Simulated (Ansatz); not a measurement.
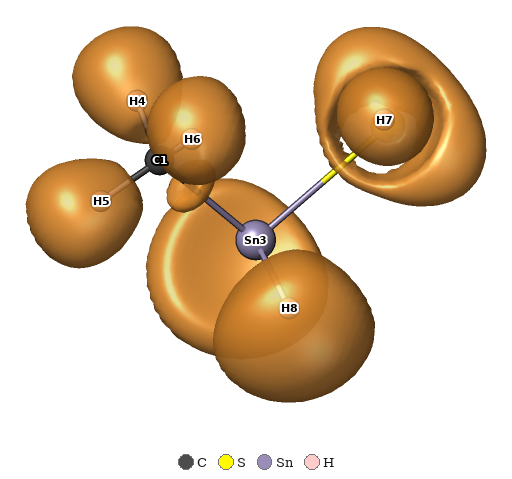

Figure 1: CH5SSn (charge −1). Isosurface of the ELF at 0.85 (orange), seen across its widest extent. Only the valence region is drawn (cores and ρ < 0.01 e/Å³ removed).

Geometry: B3LYP-D3(BJ)/def2-SVPD; core potentials replace the inner electrons of Sn.

Computed with Ansatz, isolated molecule in a Gaussian basis; Kohn-Sham density functional theory, functional PBE0.

Input

```
basis:
  gaussian: {orbitals: def2-TZVPD}
crystal:
  periodic: [false, false, false]
  atoms:
    - {symbol: C, position_ang: [-0.232301, -1.348323, -0.079067]}
    - {symbol: S, position_ang: [-1.664965, 1.704862, 1.207959]}
    - {symbol: Sn, position_ang: [-1.228092, 0.437377, -1.077950]}
    - {symbol: H, position_ang: [-0.988457, -1.969667, 0.426584]}
    - {symbol: H, position_ang: [0.283986, -1.968940, -0.832423]}
    - {symbol: H, position_ang: [0.506493, -1.020007, 0.668357]}
    - {symbol: H, position_ang: [-0.409020, 1.599301, 1.703809]}
    - {symbol: H, position_ang: [0.375607, 1.244096, -1.364908]}
total_charge: -1
hamiltonian: {xc: {name: PBE0}}
output: {forces: true, orbitals: {seedname: orbitals}}
```

Command:

```sh
ansatz run input.yaml --threads 2 --pin off --max-ram 4350MiB --events-out events.jsonl --progress --plain --runs-dir runs
```

**Describe the localisation domains.**

The ELF exceeds this value in five regions around hydrogen nuclei, one lobe of the valence shell of C pointing towards Sn (polar bonds), one lobe on Sn, pointing away from the bonds (lone pairs) and one region wrapped around S (its valence shell). Along the contacts the grid gives the following. C–Sn (2.28 Å): the ELF peaks at about 0.90 in the valence shell of C, 0.7 Å from its nucleus, and drops to about 0.20 between the two atoms. Sn–S (2.65 Å): the ELF peaks at about 0.90 in the valence shell of S, 0.9 Å from its nucleus, and drops to about 0.15 between the two atoms.
